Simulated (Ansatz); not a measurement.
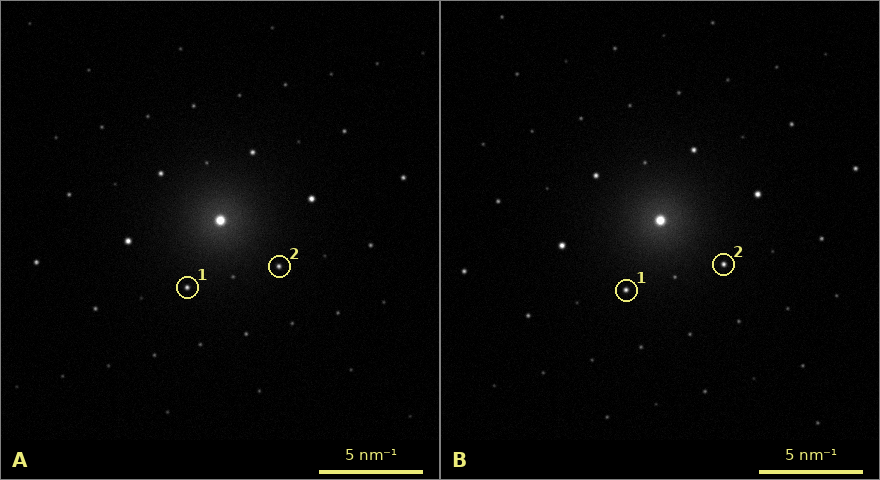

Kinematic electron diffraction patterns (300 kV, B = 0.5 Å², same scale) along [011] of the run's own cell, for the start and the end of one relaxation of Zn2As with DFT PBE, scalar-relativistic, plane waves, PAW (Ansatz 0.2.0). k mesh 10×10×6. The start is a generated model structure, and the relaxation ends in the nearest stationary point of its symmetry, not necessarily the ground state. Spot 1 is -1 -1 1 and spot 2 is 1 -1 1 in both.

Start structure:

```yaml
crystal:
  lattice:
    - [4.34451, 0.00000, 0.00000]
    - [0.00000, 4.34451, 0.00000]
    - [0.00000, 0.00000, 5.88702]
  atoms:
    - { symbol: Zn, position: [0.00000, 0.00000, 0.00000] }
    - { symbol: Zn, position: [0.50000, 0.50000, 0.00000] }
    - { symbol: Zn, position: [0.00000, 0.50000, 0.31231] }
    - { symbol: Zn, position: [0.50000, 0.00000, 0.68769] }
    - { symbol: As, position: [0.00000, 0.50000, 0.74107] }
    - { symbol: As, position: [0.50000, 0.00000, 0.25893] }
```

Q: Which pattern belongs to the start structure, and which to the relaxed one?

A: A is the start: its cell gives d(1) = 2.724 Å, d(2) = 2.724 Å and an angle of 77.6°. B is the relaxed structure, with d(1) = 2.629 Å (-3.5 %), d(2) = 2.629 Å (-3.5 %) and 81.1°.

Q: What did the relaxation do to the structure and the energy?

A: The volume changed by -1.6 % to 18.22 Å³ an atom; with the mean shift removed, the atoms moved by up to 0.15 Å relative to the cell (Zn most); the space group stayed P4/nmm (No. 129); the free energy fell by 8.4 meV an atom. Relaxed cell: a = 4.044 Å, b = 4.044 Å, c = 6.685 Å, α = 90.00°, β = 90.00°, γ = 90.00°.
